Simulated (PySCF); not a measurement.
SMILES F[Si](F)(/C=C\[SiH3])F (C₂H₅F₃Si₂) at its GFN2-xTB optimised geometry (Å):

```
12

F     -0.8473     0.9989    -1.4660
Si    -0.4810     1.4925     0.0000
F      1.1085     1.4925     0.0000
F     -0.8694     3.0332     0.0000
C     -1.3020     0.5860     1.3988
C     -1.1909    -0.7128     1.6819
Si    -0.1705    -2.0008     0.7485
H     -1.9313     1.2049     2.0332
H     -1.7419    -1.0840     2.5407
H     -1.1085    -3.0332     0.2943
H      0.5307    -1.3933    -0.3785
H      0.7739    -2.5709     1.7154
```

Calculation: B3LYP/def2-TZVP in PySCF. Cells within 0.4 Å of a nucleus heavier than hydrogen are left out (blank, or x).

Map of the electrostatic potential (hartree/e), clipped to [-0.08, 0.12] on the plane z = 0.0 Å:

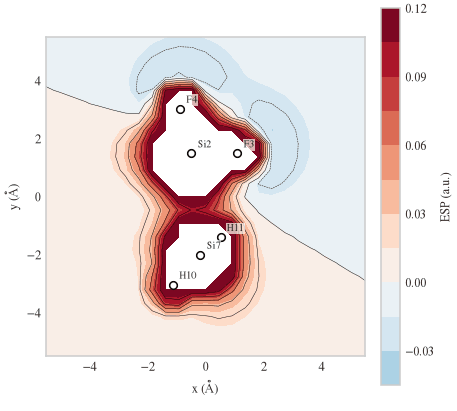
Figure. Electrostatic potential (hartree/e), clipped to [-0.08, 0.12] on the plane z = 0.0 Å.
